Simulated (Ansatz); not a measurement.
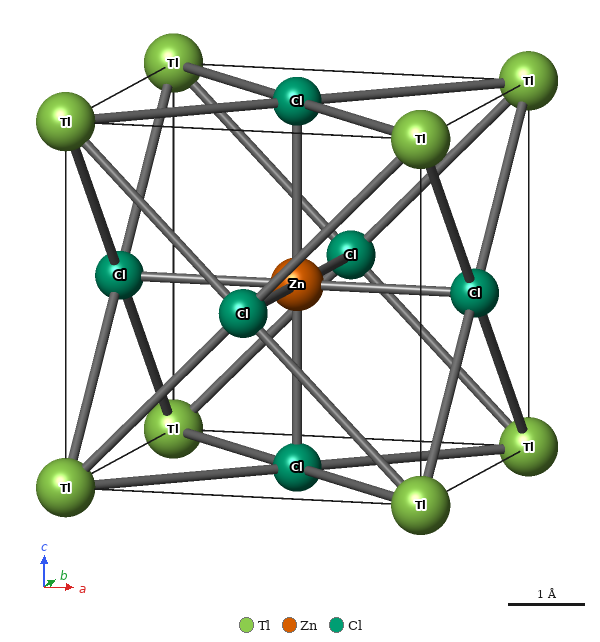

Reference structure: crystalline TlZnCl3 (built on the cubic perovskite type) at its r2SCAN-relaxed geometry. The picture is a ball-and-stick view of the cell of the calculation, seen slightly off an axis.

Theory: DFT, r2SCAN, plane waves, PAW in Ansatz. (plane-wave cutoff 500 eV; k-point mesh 6 × 6 × 6; occupations fixed; no spin polarisation)

The variant: The cell is strained by +1.3 % along [1 1 0], −1.2 % along [1 −1 0], none along the third axis (volume 0.0 %). The atoms were relaxed with r2SCAN under that strain, and this is a single point on that geometry.

What is the effect?

Near-neighbour distances before and after: Cl–Tl 3.470 → 3.426 to 3.513 Å. The space group (tolerance 0.01 Å) goes from Pm-3m (No. 221) to Cmmm (No. 65). The energy rises by 1.1 meV per atom. The pressure goes from 0.0 to 0.1 GPa. The principal stresses (compression positive) are 0.7 GPa along [1 −1 0], −0.5 GPa along [1 1 0], none along the third axis. All forces vanish by symmetry.
